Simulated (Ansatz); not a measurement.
## Electronic structure of CGeLiS (doublet) in real space

Input

```
crystal:
  periodic: [false, false, false]
  atoms:
    - {symbol: C, position_ang: [-0.055814, -0.284634, -0.226582]}
    - {symbol: Ge, position_ang: [-0.716332, 0.892811, -1.529471]}
    - {symbol: Li, position_ang: [0.925341, -0.796692, 1.345559]}
    - {symbol: S, position_ang: [0.670723, 1.320005, 0.354864]}
basis:
  gaussian: {orbitals: def2-TZVPD}
magnetization: {spin_polarized: true, initial_magnetization: 1}
hamiltonian: {xc: {name: PBE0}}
output: {forces: true, orbitals: {seedname: orbitals}}
```

Run with:

```sh
ansatz run input.yaml --threads 1 --pin off --max-ram 2610MiB --events-out events.jsonl --progress --plain --runs-dir runs
```

Geometry: PBE0-D3(BJ)/pcseg-1.

Method: Ansatz 0.2.0, isolated molecule in a Gaussian basis; Kohn-Sham density functional theory, functional PBE0.

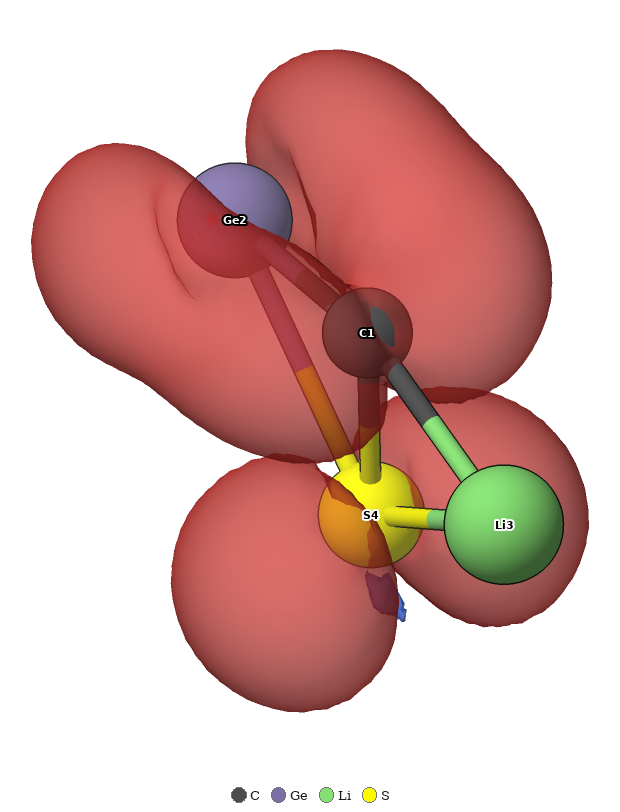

Figure 1. Isosurfaces of the spin density at +0.015 (red) and −0.015 e/Å³ (blue), seen at an oblique angle.

### Where is the unpaired spin?

The unpaired spin (1 electron) lies mostly on S4 (about 0.4), C1 (about 0.3) and Ge2 (about 0.3), in electrons by Hirshfeld's partition.

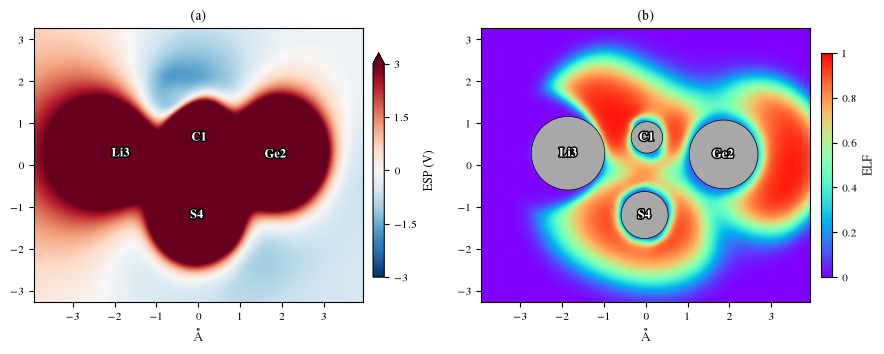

Figure 2. (a) electrostatic potential; (b) ELF on the molecular plane. Grey discs cover the atomic cores in the ELF map.

### What does the map show?

The plane passes through C, Ge, Li and S nuclei. C–S (1.85 Å): the ELF peaks at about 0.80 between the atoms (a shared electron pair). C–Ge (1.88 Å): the ELF peaks at about 0.90 in the valence shell of C, 0.7 Å from its nucleus, and is about 0.55 at the midpoint. C–Li (1.92 Å): the ELF peaks at about 0.90 in the valence shell of C, 0.7 Å from its nucleus, and is about 0.80 at the midpoint. Li–S (2.35 Å): the ELF peaks at about 0.80 in the valence shell of S, 0.9 Å from its nucleus, and falls to about 0.05 next to Li (an ionic contact with no shared pair). Ge–S (2.38 Å): the ELF peaks at about 0.70 in the valence shell of S, 0.9 Å from its nucleus, and is about 0.50 at the midpoint. Outside the dense part of the molecule the potential is most negative (−1.7 V) near C1.

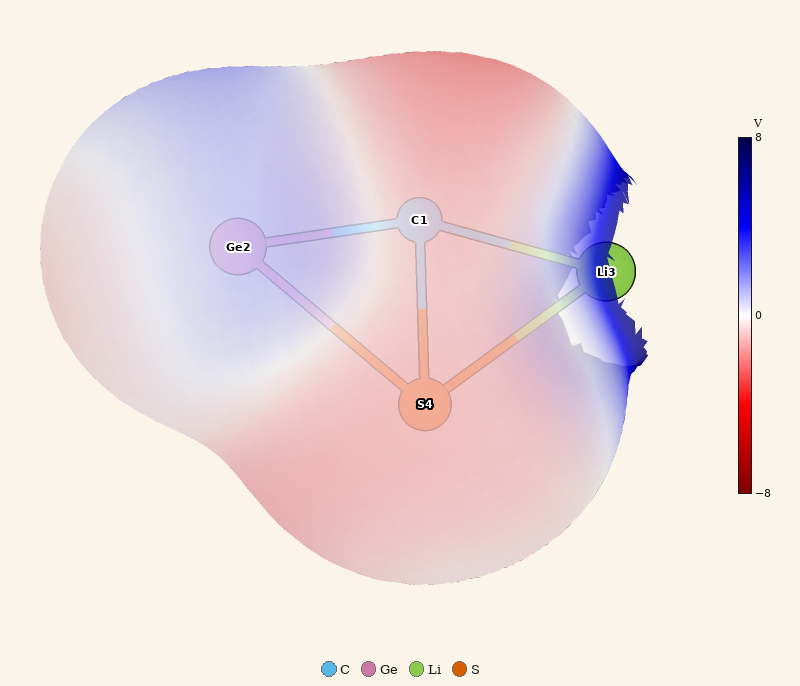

Figure 3. The molecular electrostatic potential painted on the density surface at 0.004 e/bohr³, seen at a tilt; red is negative and blue positive.

### Which sites attract a positive test charge, and which a negative one?

A positive charge is drawn to the negative regions and a negative charge to the positive ones. The most negative region (about −1.6 V) lies over C1, the most positive (about +6.7 V) over Li3.

### How polar is the molecule by this calculation?

Its dipole moment is 4.80 D.
